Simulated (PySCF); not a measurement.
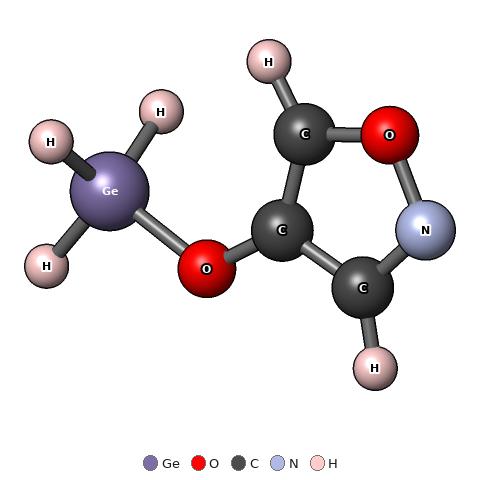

Structure of C₃H₅GeNO₂, SMILES [GeH3][O]c1cnoc1, singlet.

Simulated rotational absorption lines between 2 and 20 GHz at 10 K: rigid rotor with the equilibrium constants and dipole of one optimised conformer (PBE0-D3(BJ)/def2-SVP, PySCF), commonest isotopes; no centrifugal distortion, hyperfine structure, internal rotation or nuclear-spin weights; lines within 1 MHz of each other are summed.

> What are the rotational constants, and what kind of rotor is it?

Rotational constants A, B, C = 7.134, 0.8269, 0.7482 GHz; Ray's κ = −0.98, a near-prolate asymmetric top.

> Which dipole components drive the lines?

|μa|, |μb|, |μc| = 4.34, 0.62, 0.01 D; a-type lines carry 99 % of the intensity in this range.

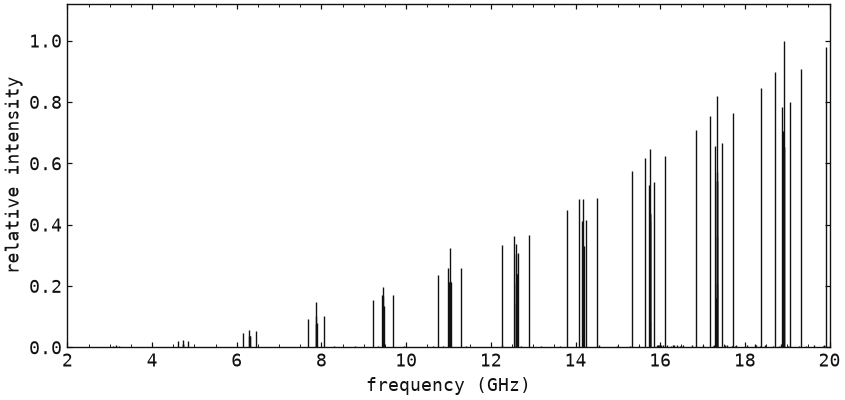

Caveats: coarse grid, loose stop and no frequency check, small forces are noise and the end may be a saddle.
